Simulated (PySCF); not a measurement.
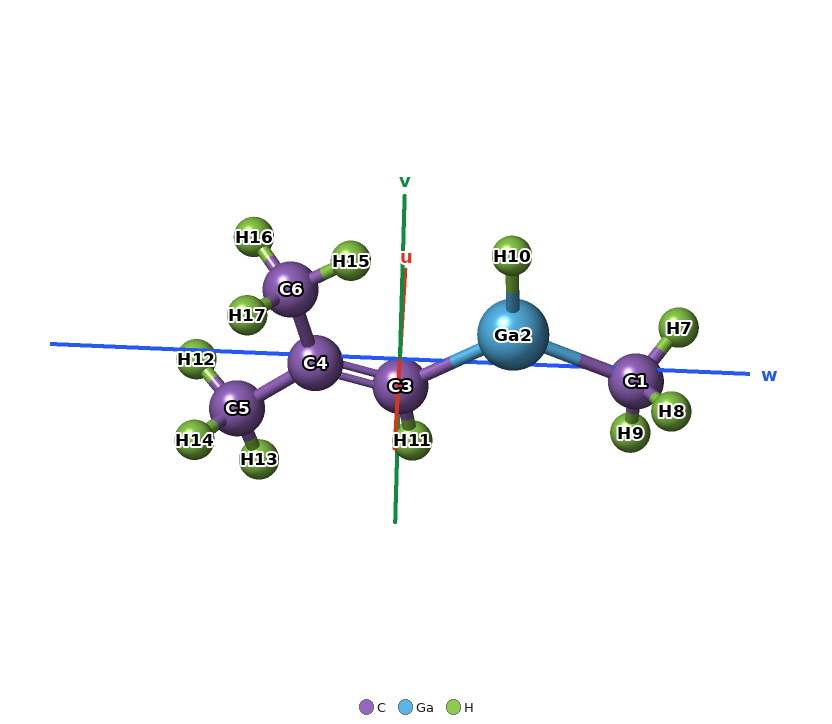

The lines u, v and w are the principal axes of the static dipole polarisability. Computed geometry: GFN2-xTB optimisation. No frequency run is at hand to confirm it as a minimum. Method: PBE0/def2-SVPD (PySCF 2.14.0).

Along which axis is the molecule most polarisable, and along which least?

Answer. Most along w (close to the long direction C1···C5), least along u.

Give the three principal values.

Answer. u 67.2, v 89.9, w 132.0 bohr³; mean 96.4, anisotropy 57.0 bohr³.

The geometry is semi-empirical. Around Ga such bond lengths and angles can be off by a tenth of an ångström or more and by several degrees, and values that hang on the shape move with them.
